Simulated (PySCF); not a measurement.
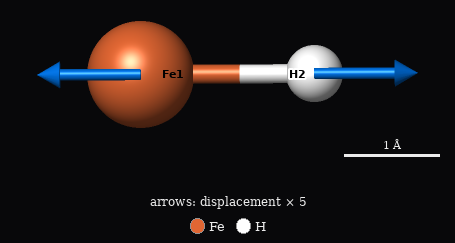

A relaxation of FeH (charge +1, multiplicity 5). The starting structure is drawn; blue arrows show the displacements, magnified 5 times. The two geometries are superimposed by the best rigid fit.

The picture is a ball-and-stick view, seen face on.

The start comes from GFN2-xTB. Its atoms were then displaced at random by about 0.01 Å.

The calculation used PBE0-D3(BJ)/def2-SVP geometry optimisation, gas phase (PySCF). 

### What did the optimiser do to the structure, and how much energy did it gain?

Over 5 geometry steps the energy falls by 19.3 kJ/mol. The largest moves after the best rigid fit, 0.22 Å, are those of Fe1 and H2. By element the largest moves are Fe 0.22 Å, H 0.22 Å. Near-neighbour distances that change, for instance: Fe1–H2 1.831 → 2.268 Å. The run took 2.7 s on 1 thread of Arm Neoverse V2, with other jobs on the host.
